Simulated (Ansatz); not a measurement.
One crystal and one scan (frozen-phonon scan) at two levels, PBE (plane waves to 420 eV, PAW, scalar-relativistic; Ansatz, a quantum-chemistry and plane-wave program) and r2SCAN (plane waves to 500 eV, PAW, scalar-relativistic; Ansatz), each from its own relaxed cell and on its own mesh. The cell shown is that of PBE.

LiH (rock salt)

```yaml
crystal:
  lattice:
    - [0.00000, 4.00712, 4.00712]
    - [2.00356, 0.00000, 2.00356]
    - [2.00356, 2.00356, 0.00000]
  atoms:
    - { symbol: H, position: [0.00000, 0.00000, 0.00000] }
    - { symbol: H, position: [0.50000, 0.00000, 0.00000] }
    - { symbol: Li, position: [0.25000, 0.50000, 0.50000] }
    - { symbol: Li, position: [0.75000, 0.50000, 0.50000] }
```

The atoms are displaced by Q × the pattern below (from a DFPT mode at L = (0.5, 0.0, 0.0), largest move 1; Q in Å), at fixed cell. It is one choice among 2 degenerate patterns. (q is in reciprocal vectors of the primitive cell; the cell shown is doubled to hold the pattern.)

```csv
atom,x,y,z
Li3,-0.285,0.520,-0.805
Li4,0.285,-0.520,0.805
```

Atoms not listed stay in place.

LiH was relaxed with its symmetry unable to fall. Percentages come from the unrounded values. Both scans cover Q from -0.100 to 0.100 Å.

```json
[
 {"quantity": "Lattice constant a (Å)", "PBE": "4.007", "r2SCAN": "4.005", "PBE − r2SCAN": "+0.002"},
 {"quantity": "Energy at Q = 0.100 Å (meV/cell)", "PBE": "18.9", "r2SCAN": "19.4", "PBE − r2SCAN": "-0.5 (-3 %)"},
 {"quantity": "Harmonic wavenumber from the curvature (finite differences) (cm⁻¹ (negative: imaginary))", "PBE": "272", "r2SCAN": "276", "PBE − r2SCAN": "-4 (-1 %)"}
]
```

PBE gives the lower value for: energy at Q = 0.100 Å. They agree on: lattice constant a (within 0.2 %); harmonic wavenumber from the curvature (within 1.5 %). Both give the same space group of the distorted cell: P-1 (No. 2), lowered from Fm-3m. Neither level is exact: the differences show how much the result hangs on the functional.

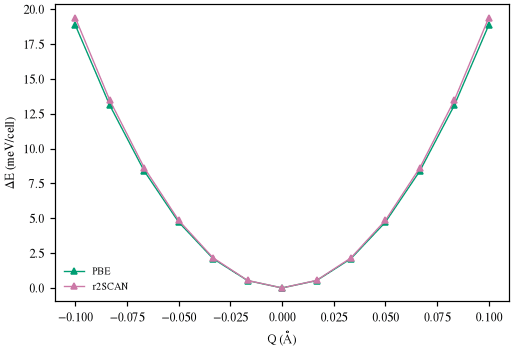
*ΔE, each from the undisplaced structure of its own level.*

(For displaced atoms, the force is minus the slope of the energy, and its curvature is a force constant, which sets phonon frequencies.)
